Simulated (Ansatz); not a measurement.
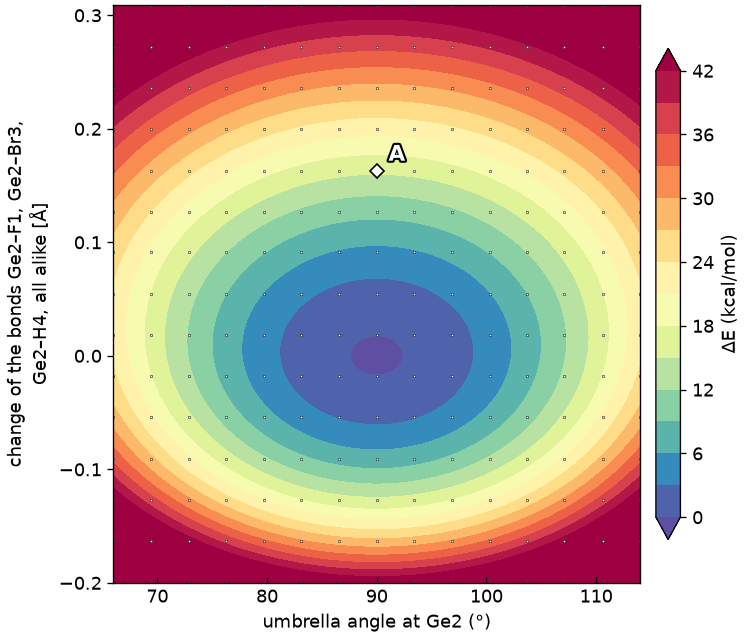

BrFGeH, SMILES [F][GeH+][Br], charge +1. 
- First axis: umbrella angle at Ge2 (between each of its bonds and their common axis; 90 is planar). Second axis: change of the bonds Ge2–F1, Ge2–Br3, Ge2–H4, all alike.
- Nothing is relaxed (all other coordinates rigid).
- Grid: 15 × 15 points; 120 points were computed and 105 follow by symmetry.
- Points are written as (first, second).
- All energies are given in kcal/mol relative to the lowest grid point.
- Level of theory: Ansatz 0.2.0, RKS PBE-D4/def2-SVP.

Drawn: filled contours, dots at the grid points, one colour for all values above the top of the scale, the point A. Between grid points the surface is interpolated.

Which way does the force act at A, and how strong is it?

A, at (90.0°, 0.163 Å), is not a stationary point. The computed force is nearly zero along the first coordinate and 168 kcal/mol for each Å towards smaller values of the second coordinate.
